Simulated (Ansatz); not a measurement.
A series of calculations on C$_{3}$H$_{8}$GeSe

Part 1: Relaxation

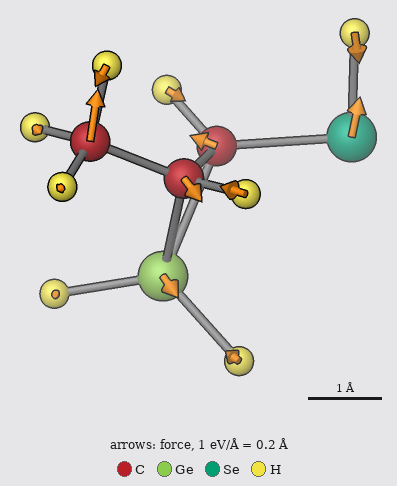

Starting geometry of C₃H₈GeSe with the computed forces as orange arrows. A ball-and-stick model, seen at a tilt.

The run prepares an end point of a later path (torsion) calculation, from a guessed geometry.

All numbers below come from RHF/def2-SVP (Ansatz 0.2.0). Settings: no spin polarisation; force threshold 0.015 eV/Å; at most 40 steps.

### Is this structure relaxed? If not, where do the atoms go?

It isn't relaxed: the largest force vector, on a C atom, is 3.76 eV/Å. The final displacements follow the starting forces only in part (cosine between the two patterns 0.33). Over 9 accepted moves (11 points after the start) the energy falls by 23.8 kcal/mol. Largest force component: 3 eV/Å at the start, 0.0075 eV/Å at the end. The line search rejected the trial steps at points 5, 9 of the run. The largest move after the best rigid fit is that of an H atom, 0.48 Å. By element the largest moves are H 0.48 Å, C 0.19 Å, Se 0.19 Å, Ge 0.17 Å. Among the contacts that change: H–Se 1.596 → 1.460 Å, Ge–H 1.600 → 1.518 Å, C–H 1.159 → 1.094 Å, C–H 1.130 → 1.086 Å. Bond angles that change, for instance: C–Ge–H 106.4° → 120.1°, C–C–Ge 111.3° → 124.4°, C–Ge–H 109.2° → 119.7°.

Part 2: Relaxation

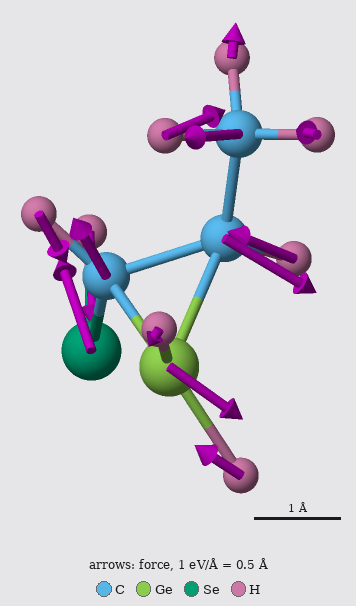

Starting geometry of C3H8GeSe with the computed forces as purple arrows. A ball-and-stick model, seen from a free direction.

The run prepares an end point of a later path (torsion) calculation, from a guessed geometry.

All numbers below come from RHF/def2-SVP (Ansatz 0.2.0). (no spin polarisation; force threshold 0.015 eV/Å; at most 40 steps)

Is this structure relaxed? If not, where do the atoms go?

Answer. It isn't relaxed: the largest force vector, on the Se atom, is 2.98 eV/Å. The final displacements follow the starting forces only in part (cosine between the two patterns 0.31). The energy falls by 1.046 eV in 8 accepted moves (9 points after the start). Largest force component: 2.4 eV/Å at the start, 0.0076 eV/Å at the end. The line search rejected the trial step at point 5 of the run. An H atom moves most after the best rigid fit: 0.54 Å. By element the largest moves are H 0.54 Å, Se 0.19 Å, Ge 0.19 Å, C 0.15 Å. Near-neighbour distances that change, for instance: H–Se 1.596 → 1.460 Å, Ge–H 1.600 → 1.518 Å, C–H 1.159 → 1.092 Å, C–H 1.130 → 1.086 Å. Bond angles that change, for instance: C–Ge–H 106.4° → 120.1°, C–C–Ge 111.3° → 124.3°, C–Ge–H 109.2° → 119.7°. Cost: 57 s on 2 threads of Intel(R) Xeon(R) Platinum 8259CL CPU @ 2.50GHz (Skylake/Cascade Lake), on a shared host, peak memory 0.49 GiB.

Part 3: Path

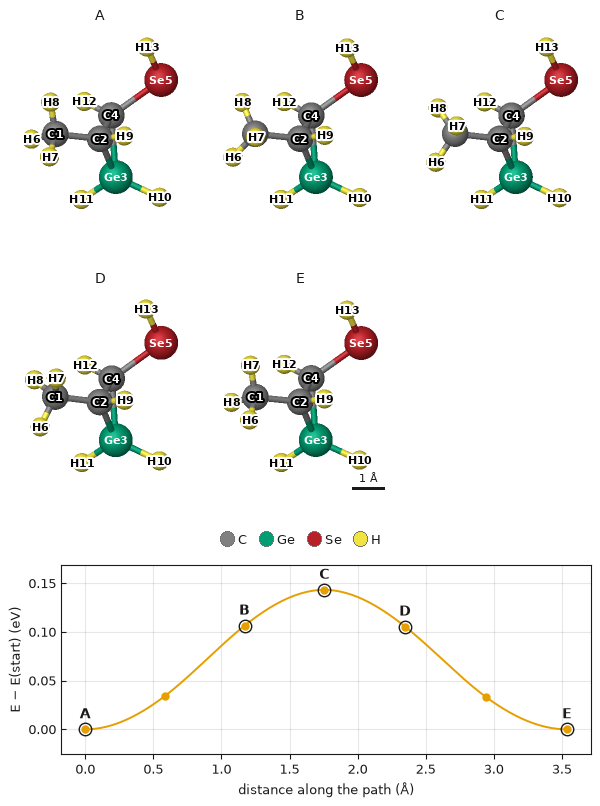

NEB run on C3H8GeSe. Images are numbered from 0 (start) to 6 (end). Frames A to E are images 0, 2, 3, 4, 6. A ball-and-stick model, seen at a tilt.

Computed with Ansatz, RHF/def2-SVP.

Input
```yaml
crystal:
  periodic: [false, false, false]
  atoms:
    - { symbol: C, position_ang: [-1.574199, -0.457858, 0.484493] }
    - { symbol: C, position_ang: [-0.09516, -0.127285, 0.535574] }
    - { symbol: Ge, position_ang: [1.294154, -1.158748, -0.35327] }
    - { symbol: C, position_ang: [0.526728, 0.609265, -0.659447] }
    - { symbol: Se, position_ang: [1.573071, 2.204943, -0.386937] }
    - { symbol: H, position_ang: [-1.855394, -0.923162, -0.462254] }
    - { symbol: H, position_ang: [-1.847748, -1.146683, 1.285025] }
    - { symbol: H, position_ang: [-2.17823, 0.447569, 0.597806] }
    - { symbol: H, position_ang: [0.220768, 0.274478, 1.494008] }
    - { symbol: H, position_ang: [2.678685, -1.259583, 0.259947] }
    - { symbol: H, position_ang: [0.909159, -2.249802, -1.339526] }
    - { symbol: H, position_ang: [-0.123406, 0.68638, -1.525343] }
    - { symbol: H, position_ang: [0.491971, 3.065486, 0.084725] }
basis:
  gaussian: { orbitals: def2-SVP }
hamiltonian:
  xc: hf
neb:
  order_check: false
  images: 5
  f_tol: 0.05
  max_iterations: 60
  initial_path: idpp
  final_atoms:
    - { symbol: C, position_ang: [-1.56598754, -0.48975003, 0.47844483] }
    - { symbol: C, position_ang: [-0.08420698, -0.17122664, 0.52479505] }
    - { symbol: Ge, position_ang: [1.27581329, -1.13050473, -0.48239138] }
    - { symbol: C, position_ang: [0.51530041, 0.66205968, -0.61683636] }
    - { symbol: Se, position_ang: [1.58357357, 2.21894129, -0.22987639] }
    - { symbol: H, position_ang: [-1.82680097, -1.24273427, 1.22341314] }
    - { symbol: H, position_ang: [-2.1611404, 0.40564381, 0.68138328] }
    - { symbol: H, position_ang: [-1.87037911, -0.87142972, -0.49796217] }
    - { symbol: H, position_ang: [0.25449568, 0.14547335, 1.50720034] }
    - { symbol: H, position_ang: [2.67376657, -1.29067688, 0.08634794] }
    - { symbol: H, position_ang: [0.85819974, -2.13236859, -1.54691962] }
    - { symbol: H, position_ang: [-0.1547625, 0.81987123, -1.45624035] }
    - { symbol: H, position_ang: [0.52252725, 3.0417015, 0.34344269] }
```

Launched with:
```bash
ansatz run input.yaml --threads 2 --pin off --max-ram 3072MiB --backend cpu --events-out ev --progress --plain --runs-dir out
```

What happens along the path, and what is the barrier?

The two ends have the same energy, and the highest point, image 3, lies 0.143 eV above the start. The motion is a rotation about the C1–C2 bond by about 120°. No bond forms or breaks between the ends. The band is converged. At the top, the vibrational analysis gives one imaginary mode (239i cm⁻¹), as a transition state must have.

Cost: 2.9 min on 2 threads of Intel(R) Xeon(R) Platinum 8259CL CPU @ 2.50GHz (Skylake/Cascade Lake) (shared host), peak memory 0.5 GiB.
